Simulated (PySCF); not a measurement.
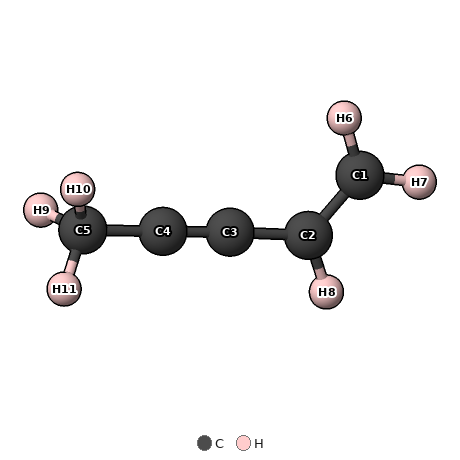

C₅H₆, SMILES C=CC#CC. Simulated ¹H spectrum at 90 MHz, line width 0.6 Hz, from GIAO shifts (PBE0/cc-pVDZ, against TMS) and couplings (PBE0/pcJ-1), PySCF 2.14.0, at a PBE0-D3(BJ)/def2-SVP geometry (no frequency check). Gas phase, values of one conformer, averaged over methyl-type rotors and exact or near symmetry; couplings among ¹H are treated exactly, other nuclei are left out. The spin-dipole term of J is left out for all pairs. The upper panels enlarge each group of lines, each scaled alone.

Question: Give the shifts and couplings that make up the spectrum.

Answer:
```tsv
δ (ppm)	nuclei	atoms
5.80	1	H8
5.69	1	H6
5.52	1	H7
1.89	3	H9, H10, H11
```


| pair | J (Hz) |
| --- | --- |
| H8–H6 | 18.9 |
| H8–H7 | 12.7 |
| H8 – H9/H10/H11 | 3.8 |
| H6 – H9/H10/H11 | −1.7 |
| H7 – H9/H10/H11 | −1.5 |

Not listed: couplings under 0.5 Hz, those between magnetically equivalent nuclei.

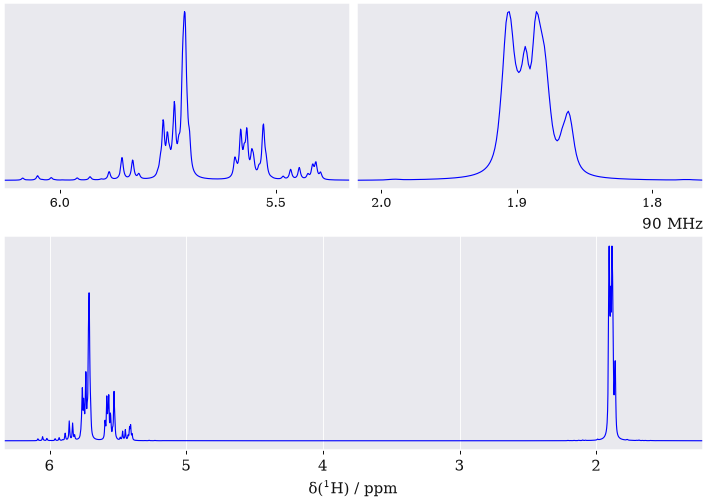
